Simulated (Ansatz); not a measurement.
The run's input:

```
crystal:
  periodic: [false, false, false]
  atoms:
    - {symbol: C, position_ang: [-1.586876, 0.455433, 0.165442]}
    - {symbol: P, position_ang: [0.153814, 0.454468, -0.337065]}
    - {symbol: C, position_ang: [1.068886, 0.340545, 1.222478]}
    - {symbol: C, position_ang: [0.393330, -1.164273, -1.114767]}
    - {symbol: S, position_ang: [0.662286, 1.956779, -1.451286]}
    - {symbol: H, position_ang: [-1.790388, 1.375322, 0.714951]}
    - {symbol: H, position_ang: [-1.824703, -0.408620, 0.790195]}
    - {symbol: H, position_ang: [-2.208260, 0.444965, -0.730852]}
    - {symbol: H, position_ang: [0.908098, 1.258784, 1.788655]}
    - {symbol: H, position_ang: [2.132694, 0.256721, 0.996958]}
    - {symbol: H, position_ang: [0.747670, -0.519665, 1.814365]}
    - {symbol: H, position_ang: [0.093709, -1.977401, -0.449545]}
    - {symbol: H, position_ang: [1.446250, -1.271940, -1.378092]}
    - {symbol: H, position_ang: [-0.196509, -1.201118, -2.031449]}
basis:
  gaussian: {orbitals: def2-TZVPP}
hamiltonian: {xc: {name: B97M-V}}
output: {orbitals: {seedname: orbitals}}
```

Launched with:
```bash
ansatz run in.yaml --threads 4 --pin off --events-out ev --progress --plain --max-ram 10444MiB
```

Kohn-Sham orbital energies near the frontier, B97M-V/def2-TZVPP in the Ansatz code, at a PBE0-D4/def2-TZVP geometry (a minimum by its frequencies), isolated molecule; empty levels in grey, levels within 0.03 eV side by side.

Where do the frontier orbitals lie?

HOMO at −5.44 eV, LUMO at 0.03 eV, 5.47 eV apart.

Is the HOMO or the LUMO degenerate, or nearly so?

The HOMO is one of 2 levels that coincide within 0.005 eV and the LUMO stands alone.

List the levels.

```tsv
orbital	energy (eV)
LUMO+3	1.01
LUMO+2	1.01
LUMO+1	0.83
LUMO	0.03
HOMO	−5.44
HOMO−1	−5.44
HOMO−2	−8.49
HOMO−3	−9.26
HOMO−4	−9.26
HOMO−5	−10.39
HOMO−6	−10.90
HOMO−7	−10.90
HOMO−8	−11.58
HOMO−9	−11.58
```

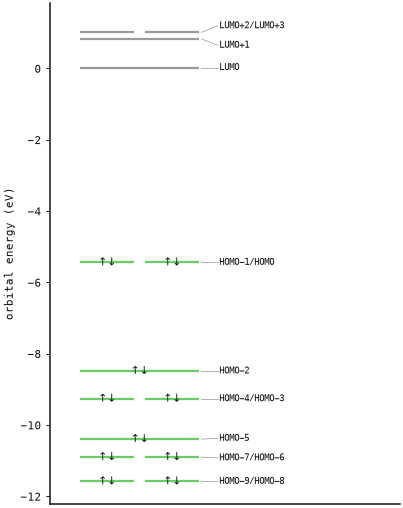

Caveats: empty levels above zero depend strongly on the basis.
